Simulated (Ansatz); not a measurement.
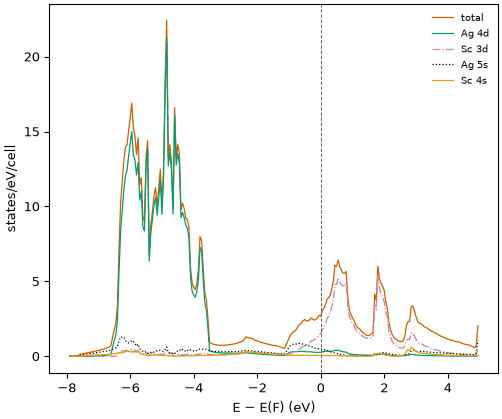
Figure. Total and projected density of states of ScAg3 (Cu3Au type, Pm-3m), the program Ansatz at the r²SCAN level (PAW)

Q: Which orbitals carry the states next to the Fermi level?

A: Within 0.5 eV of the Fermi level: Sc 3d 60 %, Ag 5s 14 %, Ag 4d 9 %, outside the projected shells 15 %. Projections are on Löwdin-orthogonalised atomic valence shells; empty p or d shells of many metals are not among them.

Q: Where is the tallest occupied peak in this window, and what makes it?

A: Near -4.8 eV, about 22 states/eV per cell; the largest projected share is Ag 4d.

The start of the workflow was typed in or built on a structure type; neither database checked (COD, Materials Project) lists it. Its standing as an ambient phase is unchecked. The r²SCAN relaxation kept the symmetry of its start; its stability against distortions is not shown here. The run is not spin-polarised. Scalar-relativistic: spin–orbit coupling is off unless named, which matters more the heavier the elements.

Potentials: the later of the program's two PAW sets.
